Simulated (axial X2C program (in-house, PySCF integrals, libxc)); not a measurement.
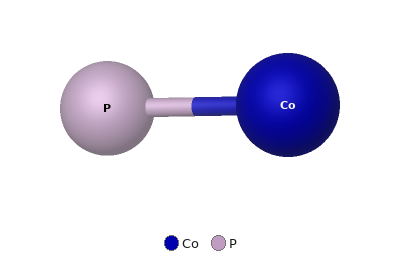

Fig. 1: The molecule at the reference distance of 2.100 Å.

# CoP⁻: relativistic diatomic calculation

- system: CoP⁻.
- method: EOM-EA-CCSD, two-component X2C with atomic mean-field Coulomb and Gaunt terms, Co dyall-acv3z, P dyall-av3z (cores contracted) (axial X2C program (in-house, PySCF integrals, libxc))

## What the run reported

- outcome: not converged in a step after the SCF shown
- hardware: 1 thread of Arm Neoverse N1, 60 GiB of memory available, shared host
- wall time: 64 s
- peak memory: 0.9 GiB

## Diagnosis

The SCF whose log is shown converged, but the driver noted: CCSD of the reference did not converge. The run therefore gave no full result. Limits: CCSD of the reference did not converge.

## Input
```
{"zs": [27, 15], "q": -1, "bas": ["dyall-acv3z", "dyall-av3z"], "r0": 2.05, "eom": "ea", "thr": -2.0, "nmax": 92, "grid": [1, 0.96, 1.045, 0.92, 1.09, 1.15], "rq": 0}
```

The line is the task of a batch: nuclear charges, charge, bases, a first guess of the distance and further settings. This report covers the levels named above. The log is that of the reference distance.

The run was one of a batch that the task file lists, launched with:
```bash
python <driver script> task.json out
```

## Log
```
two-component X2C + atomic mean field  HF
basis functions 186  fitting functions 982  grid points 5078
iter        total energy     max residual
   1      -1726.199596289     3.85e+00
   2      -1732.747760278     7.26e-02
   3      -1732.723613308     1.26e-01
   4      -1732.822482047     1.29e-02
   5      -1732.824514832     4.93e-03
   6      -1732.825043571     2.88e-03
   7      -1732.825450873     1.64e-03
   8      -1732.825669647     1.82e-03
   9      -1732.825750080     1.95e-03
  10      -1732.825807487     2.05e-03
  11      -1732.825618227     1.65e-03
  12      -1732.825415681     9.78e-04
  13      -1732.825328254     2.69e-04
  14      -1732.825323619     9.42e-05
  15      -1732.825324461     4.16e-05
  16      -1732.825324846     3.42e-05
  17      -1732.825325156     2.74e-05
  18      -1732.825325632     1.29e-05
  19      -1732.825325760     4.91e-06
  20      -1732.825325779     3.04e-06
  21      -1732.825325781     1.34e-06
converged
one-electron -2606.23838749  Coulomb 853.05485213  exact exchange -81.25409025  xc functional 0.00000000  nuclear repulsion 102.05560496  atomic mean-field constant -0.44330513
correlated 14  virtual 284  natural virtual 92  E(MP2) -0.521884766  MP2 remainder -0.093665602
iter   CCSD correlation   residual
   1     -0.384548789   3.22e-01
   2     -0.412588994   2.52e-01
   3     -0.426746221   1.11e-01
   4     -0.433440938   7.69e-02
   5     -0.436763322   4.49e-02
   6     -0.439109679   2.85e-02
   7     -0.439919489   1.82e-02
   8     -0.439961162   1.37e-02
   9     -0.440704413   1.12e-02
  10     -0.440768528   9.10e-03
  11     -0.441160858   6.87e-03
  12     -0.441345893   5.00e-03
  13     -0.441463803   3.83e-03
  14     -0.441584520   2.98e-03
  15     -0.441618850   2.53e-03
  16     -0.441628408   2.25e-03
  17     -0.441644363   2.13e-03
  18     -0.441651786   2.06e-03
  19     -0.441645964   2.02e-03
  20     -0.441650979   1.99e-03
  21     -0.441653979   1.97e-03
  22     -0.441649030   1.96e-03
  23     -0.441659589   1.94e-03
  24     -0.441671168   1.92e-03
  25     -0.441688032   1.89e-03
  26     -0.441718097   1.84e-03
  27     -0.441756667   1.80e-03
  28     -0.441802476   1.76e-03
  29     -0.441899199   1.68e-03
  30     -0.441940021   1.90e-03
  31     -0.442019511   1.58e-03
  32     -0.442152726   1.69e-03
  33     -0.442278298   1.24e-03
  34     -0.442383560   1.08e-03
  35     -0.442446227   9.38e-04
  36     -0.442499460   8.46e-04
  37     -0.442493529   7.98e-04
  38     -0.442493440   6.70e-04
  39     -0.442513091   6.14e-04
  40     -0.442547258   5.28e-04
  41     -0.442574119   4.24e-04
  42     -0.442588667   3.08e-04
  43     -0.442594700   2.72e-04
  44     -0.442611203   2.44e-04
  45     -0.442621475   1.78e-04
  46     -0.442629659   1.50e-04
  47     -0.442632748   1.30e-04
  48     -0.442643556   1.14e-04
  49     -0.442647963   8.75e-05
  50     -0.442655617   7.44e-05
  51     -0.442657948   5.19e-05
  52     -0.442661213   4.48e-05
  53     -0.442662724   3.39e-05
  54     -0.442664256   2.86e-05
  55     -0.442665194   2.38e-05
  56     -0.442665125   2.15e-05
  57     -0.442665573   1.97e-05
  58     -0.442665613   1.82e-05
  59     -0.442665778   1.74e-05
  60     -0.442665877   1.70e-05
  61     -0.442666003   1.67e-05
  62     -0.442666088   1.63e-05
  63     -0.442666177   1.60e-05
  64     -0.442666303   1.58e-05
  65     -0.442666374   1.55e-05
  66     -0.442666527   1.53e-05
  67     -0.442666716   1.49e-05
  68     -0.442666877   1.45e-05
  69     -0.442667284   1.39e-05
  70     -0.442667691   1.31e-05
(T) None  T1 0.1438  D1 0.3064  max T2 0.183
```
